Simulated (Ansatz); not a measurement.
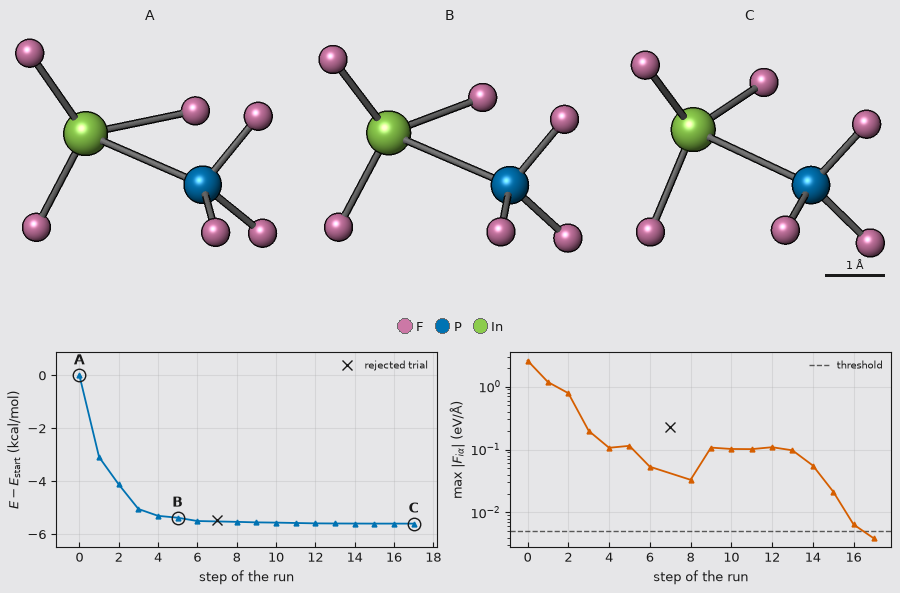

Frames of a relaxation of InPF6, marked on the history of the run. Style: ball-and-stick. Shown at a tilt.

The start comes from GFN2-xTB.

The calculation used RKS PBE0-D4/def2-TZVP (Ansatz).

The input:
```yaml
crystal:
  periodic: [false, false, false]
  atoms:
    - {symbol: F, position_ang: [1.074090, -1.799120, 1.440260]}
    - {symbol: P, position_ang: [0.675720, -0.770440, 0.297800]}
    - {symbol: F, position_ang: [0.722060, -1.822890, -0.855150]}
    - {symbol: F, position_ang: [2.119030, -0.201650, 0.118690]}
    - {symbol: In, position_ang: [-1.150750, 1.110250, -0.177740]}
    - {symbol: F, position_ang: [-0.821000, 2.592800, 1.051960]}
    - {symbol: F, position_ang: [0.233760, 0.728580, -1.564410]}
    - {symbol: F, position_ang: [-2.852920, 0.162470, -0.311410]}
basis:
  gaussian: {orbitals: def2-TZVP}
hamiltonian: {xc: pbe0, dispersion: d4}
relax: {f_tol: 0.005, max_steps: 150}
```

Launched with:
```bash
ansatz run in.yaml --threads 4 --pin off --events-out ev --progress --plain --max-ram 11315MiB
```

What happens along the run?

Answer. After 16 accepted moves (17 points after the start) the energy has fallen by 5.60 kcal/mol. The largest force component goes from 2.6 to 0.0039 eV/Å. The line search rejected the trial step at point 7 of the run. The atom that moves furthest after the best rigid fit is F7 (1.12 Å). By element the largest moves are F 1.12 Å, In 0.19 Å, P 0.15 Å. Some distances before and after: P2–In5 2.664 → 2.790 Å, In5–F7 1.996 → 1.935 Å, F1–P2 1.588 → 1.543 Å, P2–F3 1.562 → 1.543 Å. Among the angles between lasting bonds that change: P2–In5–F7 60.9° → 94.9°, F1–P2–In5 139.2° → 117.1°, P2–In5–F6 107.9° → 94.5°. From step 0 to 5: F7 moves most (0.51 Å), energy −5.37 kcal/mol. From step 5 to 17: F7 moves most (0.60 Å), energy −0.22 kcal/mol.

```tsv
step	E − E(0), kcal/mol	largest force component, eV/Å	note
0	0.00	2.5789	
1	-3.08	1.1785	
2	-4.12	0.7842	
3	-5.04	0.1978	
4	-5.30	0.1065	
5	-5.37	0.1144	
6	-5.50	0.0533	
7	-5.45	0.2255	rejected
8	-5.53	0.0330	
9	-5.55	0.1072	
10	-5.56	0.1020	
11	-5.57	0.1014	
12	-5.59	0.1088	
13	-5.59	0.0971	
14	-5.59	0.0557	
15	-5.60	0.0215	
16	-5.60	0.0064	
17	-5.60	0.0039
```
